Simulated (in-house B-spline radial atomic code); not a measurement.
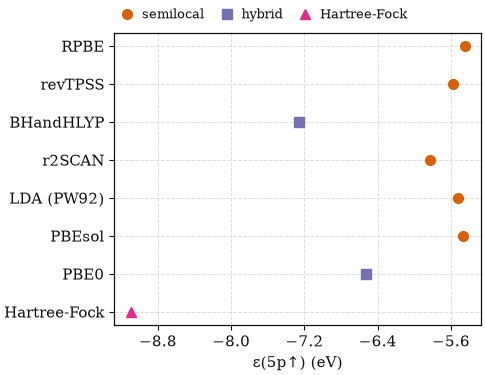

The neutral antimony atom in the configuration [Kr] 4d10 5s2 5p3 (high spin). All runs are scalar-relativistic, spin-polarised and spherical, computed with an in-house B-spline radial code (spin-free X2C). Hartree-Fock is the average over the configuration. The plot shows the eigenvalue (eV) of the 5p up orbital by 8 methods.

**Rank the methods.**

The deepest is Hartree-Fock (−9.10) and the shallowest RPBE (−5.45), a spread of 3.65 eV. In order (eV): Hartree-Fock (−9.10), BHandHLYP (−7.26), PBE0 (−6.52), r2SCAN (−5.83), revTPSS (−5.58), LDA (PW92) (−5.52), PBEsol (−5.47), RPBE (−5.45). On the whole, exact exchange removes self-interaction and deepens occupied levels. The measured ionisation energy (NIST) is 8.61 eV, and minus the eigenvalue comes closest to it for Hartree-Fock.
